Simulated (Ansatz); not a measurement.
# Ligand exchange: GeH3Cl + SiH2(NH2)(SiH3) → GeH3(NH2) + SiH2(SiH3)Cl

Gas-phase species: GeH3Cl (chlorogermane) `[Cl][GeH3]`, singlet; SiH2(NH2)(SiH3), singlet; GeH3(NH2), singlet; SiH2(SiH3)Cl, singlet. The partners trade Cl for NH2: Ge–Cl and Si–NH2 bonds give way to Ge–NH2 and Si–Cl.

Shapes, held fixed at every level: PBE0-D4/def2-TZVP. Flexible molecules stand in one conformer, not always the lowest. Programs: Ansatz 0.2.0. Electronic energies: no zero-point or thermal term.

| level | kind | ΔE (kJ/mol) | less CCSD(T)/def2-TZVPP |
| --- | --- | --- | --- |
| HF/def2-SVP | Hartree–Fock | +27.5 | +7.7 |
| SPW92/def2-TZVPP | LDA | +21.9 | +2.1 |
| B3LYP-D4/def2-TZVPP | global hybrid | +24.0 | +4.2 |
| B2PLYP/def2-TZVPP | double hybrid | +22.3 | +2.5 |
| CCSD(T)/def2-SVP | coupled cluster or CI | +18.2 | -1.6 |
| CCSD/def2-SVP | coupled cluster or CI | +19.2 | -0.6 |
| CCSD/def2-TZVPP | coupled cluster or CI | +21.0 | +1.2 |
| CCSD(T)/def2-TZVPP | coupled cluster or CI | +19.8 | 0.0 |

The highest level, CCSD(T)/def2-TZVPP, gives ΔE = +19.8 kJ/mol; the levels span +18.2 to +27.5. The column of differences is taken from that level and isn't an error. No measured value is set beside it here. Relativity is left out for Ge. Outer-core shells of Ge are correlated, in sets that cover them unevenly.

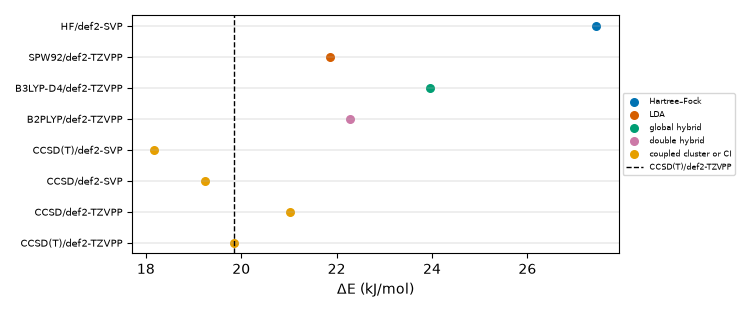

The values of the table, level by level.
